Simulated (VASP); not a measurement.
Band structure of SrTe (rock salt). Method: r2SCAN+rVV10, VASP's PBE PAW potentials (set 64) (plane waves; VASP).

Unless said otherwise, spin-orbit coupling is left out, though it shifts the bands of the heavy elements here.

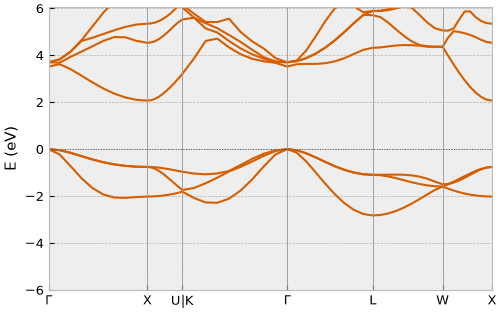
*Bands along high-symmetry lines, zero at the valence-band maximum or, without a gap, the Fermi level*

Read the plot: is there a gap, and where are the band edges?

The gap is indirect, 2.07 eV, from the valence maximum at Γ to the conduction minimum at X.

The compound is SrTe in the rock salt structure. It was relaxed first.
